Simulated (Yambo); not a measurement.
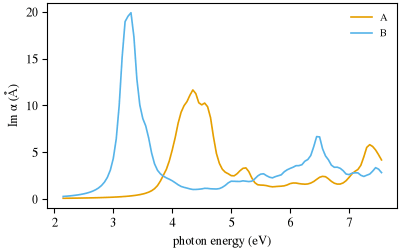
Fig. 1. Two computed absorption spectra of a free-standing HfS2 monolayer (symmetry P-3m1, slab cell 15.9 Å high) (Yambo, PBEsol bands with the same scissor, field along x)

### Question
Which curve includes the electron-hole attraction (BSE), and where are its main peaks?

### Answer
Curve B: the attraction moves weight to lower energy (centre of the plotted range 4.7 eV against 5.2 eV). Its peaks lie at 3.3 eV, 6.5 eV, 7.5 eV. Settings: 18×18×1 mesh, 6 valence and 4 conduction bands, static screening with 46 bands and a 3 Ry block, scissor 1.85 eV, Tamm-Dancoff, stochastic integration of W near q = 0. The scissor comes from a G0W0 run whose convergence isn't established. Broadening 0.1 eV. The band window holds all transitions up to 7.6 eV. Fine structure above the onset can come from the mesh.

Spin-orbit coupling is not included.

Geometry relaxed with PBEsol; primitive cell a = 3.6011 Å, b = 3.6011 Å, c = 15.9000 Å, α = 90.00°, β = 90.00°, γ = 120.00°.
